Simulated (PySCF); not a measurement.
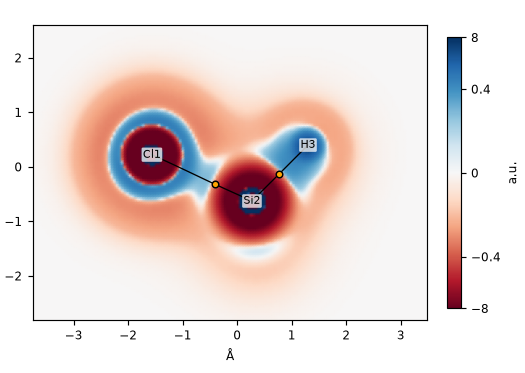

ClH$_{2}$Si, doublet, SMILES `Cl[SiH2]`. Negative Laplacian of the density (−∇²ρ) in the plane of Cl1, Si2 and H3 (blue positive, red negative, colour scale in a.u., logarithmic beyond ±0.04), with bond paths and bond critical points (dots).

Computed with PySCF, M06-2X/6-311G**, geometry: GFN2-xTB. No frequency check shows the geometry to be a minimum. The stability of the open-shell solution wasn't checked. GFN2-xTB bond lengths at metals and heavier atoms can be off by up to 0.1 Å and shapes distorted, which carries into these values. GFN2-xTB doesn't know the spin state, so this open-shell geometry is rough.

**At which bond critical points in this plane is charge locally concentrated, and at which depleted?**

At none is it concentrated. Depleted (∇²ρ > 0): Si2–H3 (+0.28 a.u., H = −0.080); Cl1–Si2 (+0.27 a.u., H = −0.056). A positive Laplacian with clearly negative H marks a strongly polar covalent bond, whose critical point lies close to the core of the less electronegative atom.

**Where along Cl1–Si2 does the critical point lie?**

1.29 Å from Cl1 and 0.74 Å from Si2.
